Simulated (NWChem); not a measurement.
# MgN2H4 (SMILES [NH2][Mg][NH2]) at 3 levels

Aim: a comparison of 3 runs (BP86/pcseg-0, BP86/pcseg-1, BP86/pcseg-2) of MgN2H4. 

Program for the calculation: NWChem 7.3.0.

3 further runs of the same task are left out: 3 that didn't finish.

### 1 The molecule

The species is MgN2H4 (7 atoms), meant as a singlet with charge 0. SMILES: `[NH2][Mg][NH2]`. The shape is that of a PBE0-D4/def2-TZVP optimisation.

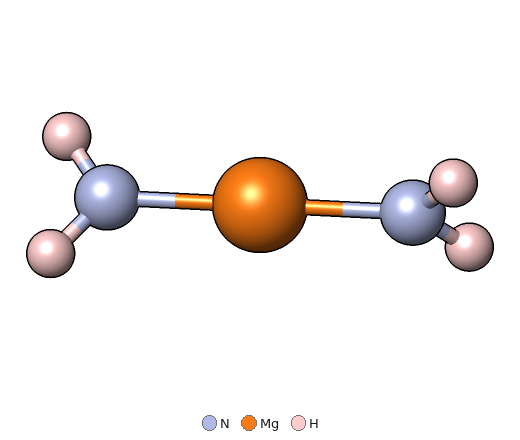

The structure, seen from a chosen angle (nitrogen light blue, magnesium orange, hydrogen pink).

### 2 A single-point energy at BP86/pcseg-0 (run 1)

input.nw

```
start input
memory 2200 mb
geometry noautosym nocenter noautoz
   N       -1.567200      -0.033600      -1.042200
   Mg       0.008800      -0.009600      -0.006700
   N        1.584700       0.014200       1.029100
   H       -2.312000      -0.711700      -0.984600
   H       -1.824400       0.629300      -1.757900
   H        2.457500      -0.438600       0.803100
   H        1.713700       0.482100       1.913500
end
basis "ao basis" spherical bse
   N library pcseg-0
   Mg library pcseg-0
   H library pcseg-0
end
dft
   xc becke88 perdew86
   grid fine
   convergence energy 1e-08
   maxiter 100
   mulliken
   noprint "final vectors analysis"
end
task dft energy
```

On the command line:

```bash
$ nwchem input.nw > input.out
```

The program printed:

```text
[...]
          Wavefunction type:  closed shell.
          No. of atoms     :     7
          No. of electrons :    30
[...]
          Charge           :     0
          Spin multiplicity:     1
[...]
          AO basis - number of functions:    36
[...]
              XC Information
              --------------
                    Becke 1988 Exchange Functional  1.000
                Perdew 1981 Correlation Functional  1.000 local
                Perdew 1986 Correlation Functional  1.000 non-local
[...]
 d= 0,ls=0.0,diis     1   -311.3803388424 -3.94D+02  4.36D-02  7.73D-01     0.4
[...]
 d= 0,ls=0.0,diis     8   -311.4734762466 -3.06D-09  3.28D-07  3.55D-10     1.9
         Total DFT energy =     -311.473476246646
      One electron energy =     -596.096913090732
           Coulomb energy =      233.688723617937
    Exchange-Corr. energy =      -31.880651076875
 Nuclear repulsion energy =       82.815364303024
[...]
      Total Density - Mulliken Population Analysis
     ---------------------------------------------
    Atom       Charge   Shell Charges
 -----------   ------   -------------------------------------------------------
    1 N    7     8.00   1.98  0.87  0.78  1.71  2.66
    2 Mg  12    10.97   2.00  2.00  0.40  0.04  5.97  0.56
    3 N    7     8.00   1.98  0.87  0.78  1.71  2.66
    4 H    1     0.76   0.57  0.19
    5 H    1     0.76   0.57  0.19
    6 H    1     0.76   0.57  0.19
    7 H    1     0.76   0.57  0.19
[...]
```

Run time: 2.6 s. Hardware: 1 thread of AMD EPYC 9R14 (Zen 4), shared host; peak memory 0.11 GiB.

### 3 The energy at BP86/pcseg-1 (run 2)

h4mgn2.nw

```
start h4mgn2
title "H4MgN2 energy"
memory 2200 mb
geometry noautosym nocenter noautoz
  N    -1.567200   -0.033600   -1.042200
  Mg    0.008800   -0.009600   -0.006700
  N     1.584700    0.014200    1.029100
  H    -2.312000   -0.711700   -0.984600
  H    -1.824400    0.629300   -1.757900
  H     2.457500   -0.438600    0.803100
  H     1.713700    0.482100    1.913500
end
basis spherical bse
  * library pcseg-1
end
dft
  xc becke88 perdew86
  grid fine
  convergence energy 1e-08
  maxiter 100
  mulliken
  noprint "final vectors analysis"
end
task dft energy
```

On the command line:

```bash
$ nwchem h4mgn2.nw > h4mgn2.out
```

The program printed:

```text
[...]
          Wavefunction type:  closed shell.
          No. of atoms     :     7
          No. of electrons :    30
[...]
          Charge           :     0
          Spin multiplicity:     1
[...]
          AO basis - number of functions:    58
[...]
              XC Information
              --------------
                    Becke 1988 Exchange Functional  1.000
                Perdew 1981 Correlation Functional  1.000 local
                Perdew 1986 Correlation Functional  1.000 non-local
[...]
 d= 0,ls=0.0,diis     1   -311.9033352146 -3.95D+02  2.65D-02  8.15D-01     0.7
[...]
 d= 0,ls=0.0,diis     8   -311.9948960440 -3.68D-09  1.12D-06  7.29D-09     3.8
         Total DFT energy =     -311.994896043951
      One electron energy =     -596.498856485781
           Coulomb energy =      233.615222545222
    Exchange-Corr. energy =      -31.926626406417
 Nuclear repulsion energy =       82.815364303024
[...]
      Total Density - Mulliken Population Analysis
     ---------------------------------------------
    Atom       Charge   Shell Charges
 -----------   ------   -------------------------------------------------------
    1 N    7     7.89   1.99  0.79  0.74  2.47  1.88  0.01
    2 Mg  12    10.84   2.00  1.99  0.34  0.02  6.00  0.49
    3 N    7     7.89   1.99  0.79  0.74  2.47  1.88  0.01
    4 H    1     0.84   0.72  0.09  0.03
    5 H    1     0.84   0.72  0.09  0.03
    6 H    1     0.84   0.72  0.09  0.03
    7 H    1     0.84   0.72  0.09  0.03
[...]
```

Run time: 4.5 s. Hardware: 1 thread of AMD EPYC 9R14 (Zen 4), shared host; peak memory 0.11 GiB.

### 4 A single-point energy at BP86/pcseg-2 (run 3)

work.xyz

```xyz
7

N     -1.567200    -0.033600    -1.042200
Mg     0.008800    -0.009600    -0.006700
N      1.584700     0.014200     1.029100
H     -2.312000    -0.711700    -0.984600
H     -1.824400     0.629300    -1.757900
H      2.457500    -0.438600     0.803100
H      1.713700     0.482100     1.913500
```

work.nw

```
start work
memory stack 880 mb heap 220 mb global 1100 mb
charge 0
geometry noautosym nocenter noautoz
  load work.xyz
end
basis "ao basis" spherical bse
  * library pcseg-2
end
dft
  xc becke88 perdew86
  grid fine
  convergence energy 1e-08
  maxiter 100
  mulliken
  noprint "final vectors analysis"
end
task dft energy
```

On the command line:

```bash
$ nwchem work.nw > work.out
```

The program printed:

```text
[...]
          Wavefunction type:  closed shell.
          No. of atoms     :     7
          No. of electrons :    30
[...]
          Charge           :     0
          Spin multiplicity:     1
[...]
          AO basis - number of functions:   135
[...]
              XC Information
              --------------
                    Becke 1988 Exchange Functional  1.000
                Perdew 1981 Correlation Functional  1.000 local
                Perdew 1986 Correlation Functional  1.000 non-local
[...]
 d= 0,ls=0.0,diis     1   -311.9979837093 -3.95D+02  9.62D-03  1.01D+00     3.0
[...]
 d= 0,ls=0.0,diis    10   -312.1023891033 -2.85D-11  7.90D-08  5.22D-10    24.0
         Total DFT energy =     -312.102389103291
      One electron energy =     -596.542630915330
           Coulomb energy =      233.544086072351
    Exchange-Corr. energy =      -31.919208563336
 Nuclear repulsion energy =       82.815364303024
[...]
      Total Density - Mulliken Population Analysis
     ---------------------------------------------
    Atom       Charge   Shell Charges
 -----------   ------   -------------------------------------------------------
    1 N    7     7.75   2.00  0.57  0.67  0.24  1.64  1.68  0.95  0.00  0.00  0.00
    2 Mg  12    11.07   2.00  0.56  1.43  0.39  0.01  6.00  0.39  0.17  0.12
    3 N    7     7.75   2.00  0.57  0.67  0.24  1.64  1.68  0.95  0.00  0.00  0.00
    4 H    1     0.86   0.43  0.32  0.02  0.01  0.06  0.00
    5 H    1     0.86   0.43  0.32  0.02  0.01  0.06  0.00
    6 H    1     0.86   0.43  0.32  0.02  0.01  0.06  0.00
    7 H    1     0.86   0.43  0.32  0.02  0.01  0.06  0.00
[...]
```

It took 25 s on 1 thread of AMD EPYC 9R14 (Zen 4), shared host; peak memory 0.12 GiB.

### 5 Overview of the runs

```
run         level  energy (Eh)  dipole moment (D)  wall time
  1  BP86/pcseg-0  -311.473476               0.00      2.6 s
  2  BP86/pcseg-1  -311.994896               0.00      4.5 s
  3  BP86/pcseg-2  -312.102389               0.00       25 s
```

### 6 Outcome

| quantity | value |
| --- | --- |
| run 3: total energy | -312.10239 Eh |
| run 3: dipole moment | 0.00 D |

**Reading.** Over the runs the total energy spans 17.114 eV. All runs together took 32 s, the longest 25 s.
